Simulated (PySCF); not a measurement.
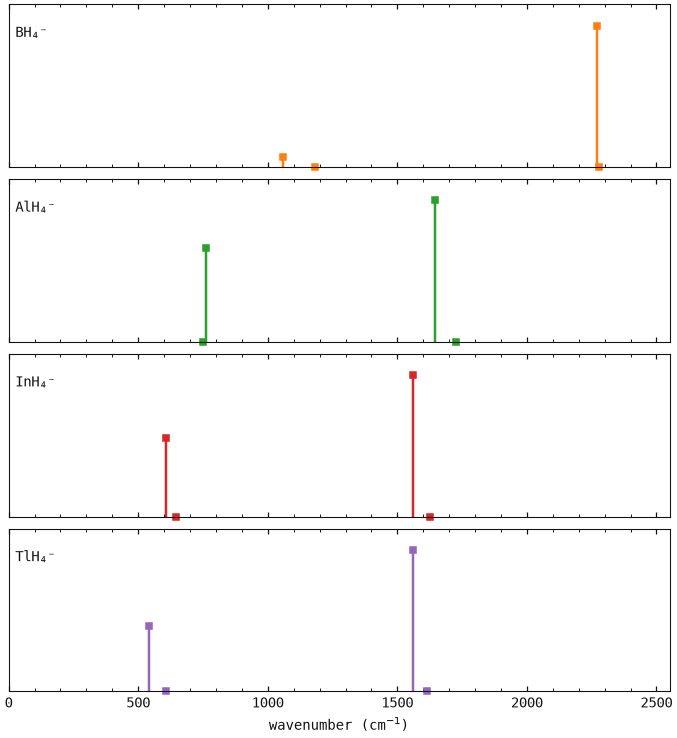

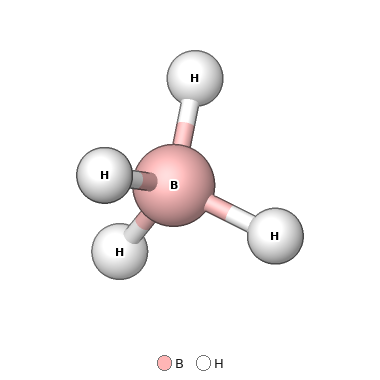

Harmonic infrared lines of BH₄⁻, AlH₄⁻, InH₄⁻ and TlH₄⁻, all Td singlets, each the lowest point that its search found (BH₄⁻ is drawn); the central atom changes down one group of the periodic table. PBE0/def2-TZVPD (core potentials past Kr), PySCF 2.14.0, unscaled, no spin-orbit coupling; each panel is scaled to its strongest line, degenerate modes are one line with their intensities summed, and dots on the axis are modes too weak to show or inactive.

### How do the bond length and the stretches change along the series?

Mean bond length: BH₄⁻ 1.239, AlH₄⁻ 1.646, InH₄⁻ 1.786, TlH₄⁻ 1.796 Å, rising down the group. Highest a1 mode: BH₄⁻ 2279, AlH₄⁻ 1728, InH₄⁻ 1626, TlH₄⁻ 1613 cm⁻¹, falling down the group.

Caveats, for all or some of the runs: spin-orbit coupling is left out, and with Tl it can shift these values.
